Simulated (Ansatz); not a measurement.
## Electronic structure of F2OSi···H2 in real space

The calculation's input:

```
crystal:
  periodic: [false, false, false]
  atoms:
    - {symbol: Si, position_ang: [0.339836, -0.077306, 0.566498]}
    - {symbol: H, position_ang: [-0.874290, 0.242850, -1.213000]}
    - {symbol: O, position_ang: [1.583677, -0.810776, 0.149746]}
    - {symbol: H, position_ang: [-0.240542, -0.129122, -1.417986]}
    - {symbol: F, position_ang: [0.168377, 1.469945, 0.761239]}
    - {symbol: F, position_ang: [-0.977159, -0.695592, 1.153503]}
basis:
  gaussian: {orbitals: def2-TZVPP}
hamiltonian: {xc: pbe0, dispersion: d4}
output: {orbitals: {seedname: orbitals}}
```

Command:

```sh
ansatz run in.yaml --threads 2 --pin off --events-out ev --progress --plain --max-ram 4352MiB
```

The product side of a reaction path; geometry: PBE0-D4/def2-TZVP.

Theory: Ansatz 0.2.0, RKS PBE0-D4/def2-TZVPP.

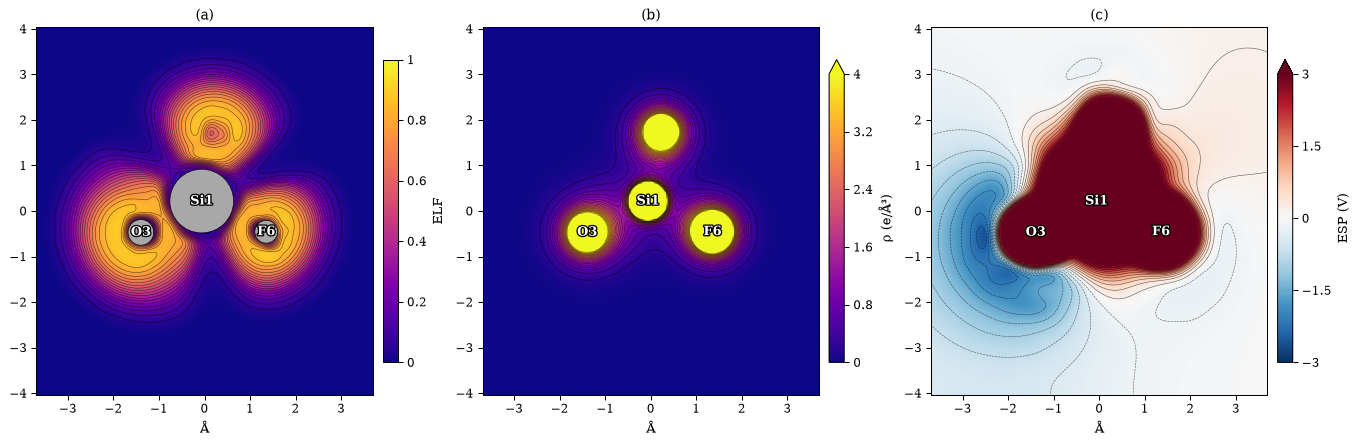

Figure 1. (a) ELF; (b) total electron density; (c) electrostatic potential on the plane of atoms O3, Si1 and F6. Grey discs cover the atomic cores in the ELF map.

What do the fields say about this system?

Atoms in the plane: Si, O and F. Si–O (1.50 Å): the density is about 1.6 e/Å³ at the midpoint; the ELF peaks at about 0.80 between the atoms: a short, strongly polar bond. Si–F (1.57 Å): ρ is about 1.3 e/Å³ halfway; the ELF peaks at about 0.85 in the valence shell of F, 0.6 Å from its nucleus, and is about 0.55 at the midpoint. The ELF also peaks beside F6, O3 and F5, away from the bonds: lone-pair regions. Outside the dense part of the complex the potential is most negative (−2.6 V) near O3.

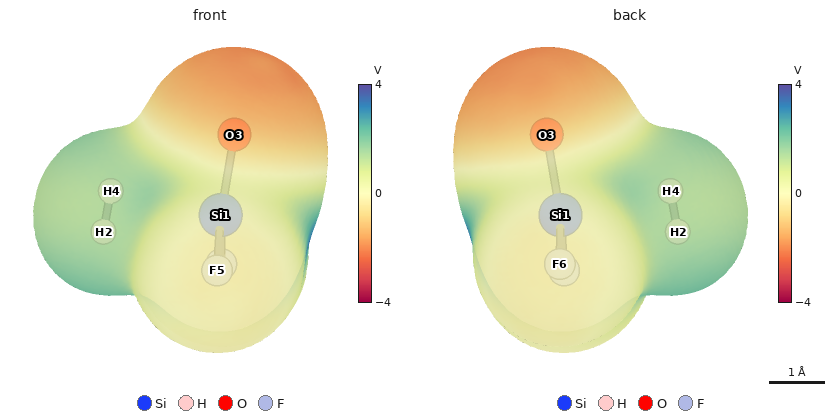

Figure 2. The electrostatic potential painted on the density surface at 0.002 e/bohr³, seen from the front and from behind; red is negative and blue positive.

Which sites attract a positive test charge, and which a negative one?

A positive charge is drawn to the negative regions and a negative charge to the positive ones. The most negative region (about −2.0 V) lies over O3, the most positive (about +3.3 V) over Si1. O3 is the likeliest acceptor of a hydrogen bond.

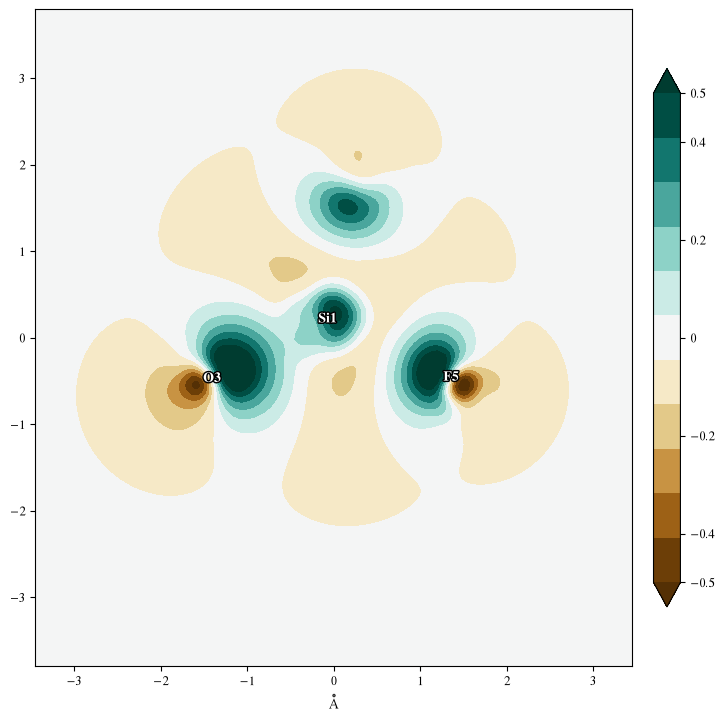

Figure 3. The LUMO on the plane of atoms O3, Si1 and F5 (values in Å⁻³ᐟ²; the overall sign is arbitrary).

Describe this orbital and give its energy.

It lies mainly on Si1 (about 55 %), O3 (about 15 %), F6 (about 10 %), F5 (about 10 %) and H2 (about 5 %). Its energy is −1.03 eV.

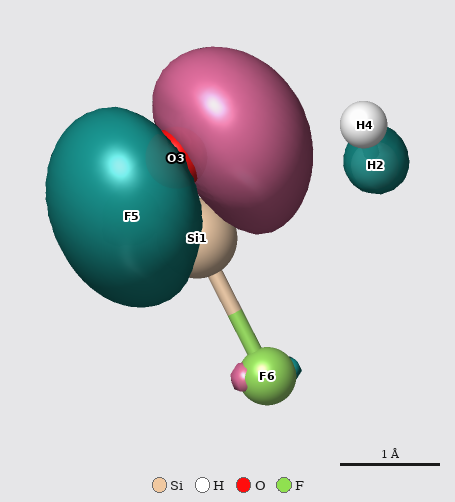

Figure 4. The HOMO−1 at ±0.15 Å⁻³ᐟ² (teal and pink are the two phases), seen at an oblique angle.

Where does this orbital lie, and at what energy?

By Hirshfeld shares it lies mainly on O3 (about 75 %) and Si1 (about 20 %). Its energy is −9.24 eV.
